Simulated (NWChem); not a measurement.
**One shape, several levels: CH5BFNO (SMILES COB(N)F)**

Wanted: a comparison of 6 runs (HF/STO-3G, B3LYP/6-31G*, B3LYP/cc-pVDZ, M06-2X/cc-pVDZ, PBE0/cc-pVDZ) of CH5BFNO. 

The calculation is run with NWChem 7.3.0.

2 further runs of the same task are left out: 2 set aside as unsound or not needed.

**1. The structure to begin with**

CH5BFNO has 10 atoms, charge 0, and is taken as a singlet. SMILES: `COB(N)F`. The coordinates come from a PBE0-D4/def2-TZVP relaxation. This is one conformer, not always the lowest.

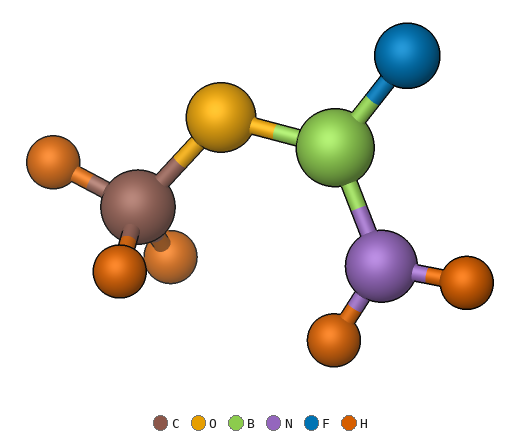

Viewed from a chosen angle; carbon brown, oxygen amber, boron green, nitrogen purple, fluorine blue, hydrogen orange.

**2. Energy and gradient at HF/STO-3G (run 1)**

ch5bfno.nw reads:

```
start ch5bfno
memory 2200 mb
charge 0
geometry units angstrom noautosym nocenter noautoz
C     -1.333500     0.263000    -0.477800
O     -0.091800     0.111300    -1.118500
B      1.035100    -0.141800    -0.402100
N      1.089100    -0.275300     0.995100
F      2.166400    -0.269400    -1.105200
H     -1.324800     1.107400     0.220800
H     -1.619300    -0.645300     0.064900
H     -2.085400     0.457300    -1.242600
H      0.293200    -0.194900     1.599400
H      1.953900    -0.463200     1.468800
end
basis spherical bse
* library STO-3G
end
scf
thresh 1e-08
maxiter 80
print low
end
task scf gradient
```

Launch:

```bash
$ nwchem ch5bfno.nw > ch5bfno.out
```

Output:

```text
[...]
  functions       =    30
[...]
  wavefunction    = RHF
[...]
         Total SCF energy =   -290.459152948003
      One-electron energy =   -749.156635982637
      Two-electron energy =    284.239214875706
 Nuclear repulsion energy =    174.458268158928
        Time for solution =      1.6s
[...]
                         RHF ENERGY GRADIENTS
    atom               coordinates                        gradient
                 x          y          z           x          y          z
   1 C      -2.519950   0.496998  -0.902911    0.006618  -0.000284  -0.008768
   2 O      -0.173477   0.210327  -2.113659   -0.012449   0.000793   0.014400
   3 B       1.956055  -0.267963  -0.759859   -0.020504   0.002698   0.008573
   4 N       2.058101  -0.520242   1.880466    0.001653  -0.001547   0.014235
   5 F       4.093902  -0.509092  -2.088525    0.016609  -0.001999  -0.008893
   6 H      -2.503509   2.092683   0.417251    0.003217   0.001376  -0.001060
   7 H      -3.060033  -1.219440   0.122643    0.002616  -0.002172  -0.001367
   8 H      -3.940835   0.864172  -2.348174    0.003213  -0.000620   0.000794
   9 H       0.554068  -0.368308   3.022428    0.008043  -0.000472  -0.009854
  10 H       3.692336  -0.875321   2.775630   -0.009015   0.002227  -0.008060
[...]
```

Run time: 3.3 s. Hardware: 1 thread of Intel Xeon 6975P-C (Granite Rapids), shared host; peak memory 0.1 GiB.

**3. Energy and gradient at B3LYP/6-31G(d) (spherical functions) (run 2)**

run.py reads:

```python
from ase import Atoms
from ase.calculators.nwchem import NWChem

atoms = Atoms('COBNFHHHHH', positions=[
    [-1.333500, 0.263000, -0.477800],
    [-0.091800, 0.111300, -1.118500],
    [1.035100, -0.141800, -0.402100],
    [1.089100, -0.275300, 0.995100],
    [2.166400, -0.269400, -1.105200],
    [-1.324800, 1.107400, 0.220800],
    [-1.619300, -0.645300, 0.064900],
    [-2.085400, 0.457300, -1.242600],
    [0.293200, -0.194900, 1.599400],
    [1.953900, -0.463200, 1.468800],
])

calc = NWChem(
    label='a',
    theory='dft',
    memory='2200 mb',
    basis='6-31G*',
    basispar='spherical bse',
    dft={'xc': 'b3lyp', 'mult': '1', 'grid': 'xfine', 'convergence': 'energy 1e-08', 'iterations': '100', 'mulliken': None, 'print': 'low'},
)
atoms.calc = calc

forces = atoms.get_forces()
e = atoms.get_potential_energy()
print(f"E = {e:.6f} eV")
print("forces (eV/A):")
for s, f in zip(atoms.symbols, forces):
    print(f"{s:2s} {f[0]:10.5f} {f[1]:10.5f} {f[2]:10.5f}")
```

Launch:

```bash
$ export ASE_NWCHEM_COMMAND="nwchem PREFIX.nwi > PREFIX.nwo"
$ python run.py
```

Output:

```text
E = -8052.458671 eV
forces (eV/A):
C    -0.13061    0.01820    0.02077
O    -0.00509    0.02453   -0.25598
B     0.08114   -0.00720   -0.08006
N    -0.03810    0.00098    0.06284
F     0.25192   -0.02900   -0.15108
H    -0.02679    0.07796    0.09220
H    -0.05291   -0.07852    0.07801
H    -0.10459    0.02458   -0.07446
H    -0.17283    0.01224    0.18558
H     0.19787   -0.04376    0.12223
```

The calculator wrote a.nwi:

```
title "a"

permanent_dir a

scratch_dir a

start a

geometry units angstrom nocenter noautosym noautoz
  C  -1.3334999999999999e+00 2.6300000000000001e-01 -4.7780000000000000e-01
  O  -9.1800000000000007e-02 1.1130000000000000e-01 -1.1185000000000000e+00
  B  1.0350999999999999e+00 -1.4180000000000001e-01 -4.0210000000000001e-01
  N  1.0891000000000000e+00 -2.7529999999999999e-01 9.9509999999999998e-01
  F  2.1663999999999999e+00 -2.6939999999999997e-01 -1.1052000000000000e+00
  H  -1.3248000000000000e+00 1.1073999999999999e+00 2.2080000000000000e-01
  H  -1.6193000000000000e+00 -6.4529999999999998e-01 6.4899999999999999e-02
  H  -2.0853999999999999e+00 4.5729999999999998e-01 -1.2425999999999999e+00
  H  2.9320000000000002e-01 -1.9489999999999999e-01 1.5993999999999999e+00
  H  1.9539000000000000e+00 -4.6320000000000000e-01 1.4688000000000001e+00
end

memory 2200 mb

basis spherical bse noprint
   * library 6-31G*
end

dft
  xc b3lyp
  mult 1
  grid xfine
  convergence energy 1e-08
  iterations 100
  mulliken
  print low
end

task dft gradient
```

a.nwo:

```text
Northwest Computational Chemistry Package (NWChem) 7.3.0
             --------------------------------------------------------

           Job information
           ---------------

    nwchem branch   = 7.3.0
    use scalapack   = T
    input           = a.nwi
    prefix          = a.
    data base       = a/a.db
    status          = startup
    nproc           =        1

           Memory information
           ------------------

[... 5 lines left out ...]
    hardfail = no
[... 41 lines left out ...]
            Nuclear Dipole moment (a.u.)
[... 90 lines left out ...]
         Total DFT energy =     -295.922400419518
[... 1 line left out ...]
           Coulomb energy =      319.112863451253
[... 1 line left out ...]
 Nuclear repulsion energy =      174.458268158928
[... 29 lines left out ...]
                         DFT ENERGY GRADIENTS

    atom               coordinates                        gradient
                 x          y          z           x          y          z
   1 C      -2.519950   0.496998  -0.902911    0.002540  -0.000354  -0.000404
   2 O      -0.173477   0.210327  -2.113659    0.000099  -0.000477   0.004978
   3 B       1.956055  -0.267963  -0.759859   -0.001578   0.000140   0.001557
[... 6 lines of this table left out ...]
  10 H       3.692336  -0.875321   2.775630   -0.003848   0.000851  -0.002377

 Task  times  cpu:       51.3s     wall:       51.3s
 Total times  cpu:       51.4s     wall:       51.4s
```

Wall time 53 s (1 thread of Intel Xeon 6975P-C (Granite Rapids), shared host); peak memory 0.15 GiB.

Run 3 isn't shown in full; the table further down has it.

**4. Energy and forces at B3LYP/cc-pVDZ (run 4)**

ch5bfno.nw reads:

```
start ch5bfno
memory total 2200 mb

geometry noautosym nocenter noautoz
 C     -1.333500     0.263000    -0.477800
 O     -0.091800     0.111300    -1.118500
 B      1.035100    -0.141800    -0.402100
 N      1.089100    -0.275300     0.995100
 F      2.166400    -0.269400    -1.105200
 H     -1.324800     1.107400     0.220800
 H     -1.619300    -0.645300     0.064900
 H     -2.085400     0.457300    -1.242600
 H      0.293200    -0.194900     1.599400
 H      1.953900    -0.463200     1.468800
end

basis spherical bse
 * library cc-pVDZ
end

dft
 xc b3lyp
 grid fine
 convergence energy 1e-08
 iterations 100
 mulliken
end

task dft gradient
```

Launch:

```bash
$ nwchem ch5bfno.nw > ch5bfno.out
```

Output:

```text
[...]
          Wavefunction type:  closed shell.
          No. of atoms     :    10
          No. of electrons :    40
[...]
          Charge           :     0
          Spin multiplicity:     1
[...]
          AO basis - number of functions:    95
[...]
              XC Information
              --------------
                         B3LYP Method XC Potential
                     Hartree-Fock (Exact) Exchange  0.200
                        Slater Exchange Functional  0.800 local
                    Becke 1988 Exchange Functional  0.720 non-local
              Lee-Yang-Parr Correlation Functional  0.810
                  VWN I RPA Correlation Functional  0.190 local
[...]
 d= 0,ls=0.0,diis     1   -295.8546263259 -4.70D+02  1.09D-02  8.00D-01     4.1
[...]
 d= 0,ls=0.0,diis    10   -295.9451919797 -6.11D-10  2.03D-07  1.18D-09    30.8
         Total DFT energy =     -295.945191979656
      One electron energy =     -751.838531392710
           Coulomb energy =      318.939955177184
    Exchange-Corr. energy =      -37.504883923058
 Nuclear repulsion energy =      174.458268158928
[...]
  wavefunction    = closed shell
[...]
```

Wall time 46 s (1 thread of Intel Xeon 6975P-C (Granite Rapids), shared host); peak memory 0.12 GiB.

Run 5 isn't shown in full; the table further down has it.

**5. Energy and forces at PBE0/cc-pVDZ (run 6)**

test.nw reads:

```
start test
title "CH5BFNO"
memory total 2200 mb
geometry noautosym nocenter noautoz
  C    -1.333500    0.263000   -0.477800
  O    -0.091800    0.111300   -1.118500
  B     1.035100   -0.141800   -0.402100
  N     1.089100   -0.275300    0.995100
  F     2.166400   -0.269400   -1.105200
  H    -1.324800    1.107400    0.220800
  H    -1.619300   -0.645300    0.064900
  H    -2.085400    0.457300   -1.242600
  H     0.293200   -0.194900    1.599400
  H     1.953900   -0.463200    1.468800
end
basis "ao basis" spherical bse
  * library cc-pVDZ
end
dft
  xc pbe0
  mult 1
  grid fine
  convergence energy 1e-08
  maxiter 100
  mulliken
  print medium
end
task dft gradient
```

Launch:

```bash
$ nwchem test.nw > test.out
```

Output:

```text
[...]
          Wavefunction type:  closed shell.
          No. of atoms     :    10
          No. of electrons :    40
[...]
          Charge           :     0
          Spin multiplicity:     1
[...]
          AO basis - number of functions:    95
[...]
              XC Information
              --------------
                         PBE0 Method XC Functional
                     Hartree-Fock (Exact) Exchange  0.250
          PerdewBurkeErnzerhof Exchange Functional  0.750
            Perdew 1991 LDA Correlation Functional  1.000 local
           PerdewBurkeErnz. Correlation Functional  1.000 non-local
[...]
 d= 0,ls=0.0,diis     1   -295.5316342043 -4.70D+02  1.00D-02  7.99D-01     4.5
[...]
 d= 0,ls=0.0,diis    10   -295.6206656112 -2.96D-10  1.79D-07  8.98D-10    32.6
         Total DFT energy =     -295.620665611155
      One electron energy =     -751.766956307499
           Coulomb energy =      318.852249069363
    Exchange-Corr. energy =      -37.164226531947
 Nuclear repulsion energy =      174.458268158928
[...]
      Total Density - Mulliken Population Analysis
     ---------------------------------------------
    Atom       Charge   Shell Charges
 -----------   ------   -------------------------------------------------------
    1 C    6     5.93   2.01  0.66  0.37  2.06  0.73  0.09
    2 O    8     8.20   2.01  0.82  0.85  2.89  1.61  0.01
    3 B    5     4.95   2.02  0.54  0.14  1.60  0.28  0.38
    4 N    7     7.09   2.01  0.72  0.54  2.49  1.31  0.01
    5 F    9     9.14   2.01  0.89  0.95  3.36  1.92  0.00
    6 H    1     0.96   0.75  0.18  0.03
    7 H    1     0.96   0.75  0.18  0.03
    8 H    1     0.95   0.75  0.17  0.03
    9 H    1     0.91   0.73  0.12  0.06
   10 H    1     0.90   0.73  0.12  0.06
[...]
  wavefunction    = closed shell
[...]
```

It took 48 s on 1 thread of Intel Xeon 6975P-C (Granite Rapids), shared host; peak memory 0.12 GiB.

**6. The series**

| run | level | iteration cap | module | energy (Eh) | largest force (eV/Å) | wall time |
| --- | --- | --- | --- | --- | --- | --- |
| 1 | HF/STO-3G | 80 | scf | -290.459153 | 1.151 | 3.3 s |
| 2 | B3LYP/6-31G* (spherical functions) | 100 | dft | -295.922400 | 0.295 | 53 s |
| 3 | B3LYP/6-31G* (Cartesian functions) | 100 | dft | -295.926675 | 0.272 | 55 s |
| 4 | B3LYP/cc-pVDZ | 100 | dft | -295.945192 | 0.597 | 46 s |
| 5 | M06-2X/cc-pVDZ | 100 | dft | -295.836367 | 0.436 | 48 s |
| 6 | PBE0/cc-pVDZ | 100 | dft | -295.620666 | 0.443 | 48 s |

**7. Summary of results**

```
                       quantity          value
            run 6: total energy  -295.62067 Eh
           run 6: dipole moment         3.42 D
             run 6: HOMO energy       -7.67 eV
             run 6: LUMO energy        1.60 eV
           run 6: HOMO–LUMO gap        9.27 eV
run 6: largest force on an atom     0.443 eV/Å
```

In words: Over runs 3, 4, 5, 6 the dipole moment (its size) runs from 3.35 D (B3LYP/6-31G*) to 3.47 D (M06-2X/cc-pVDZ). The two ends differ in method and basis. Over runs 3, 4, 6 the HOMO–LUMO gap runs from 8.58 eV (B3LYP/cc-pVDZ) to 9.27 eV (PBE0/cc-pVDZ). Totals of different functionals can't be ranked against each other. In run 1 the basis is minimal, so the values are rough. All runs together took 4.2 min, the longest 55 s.
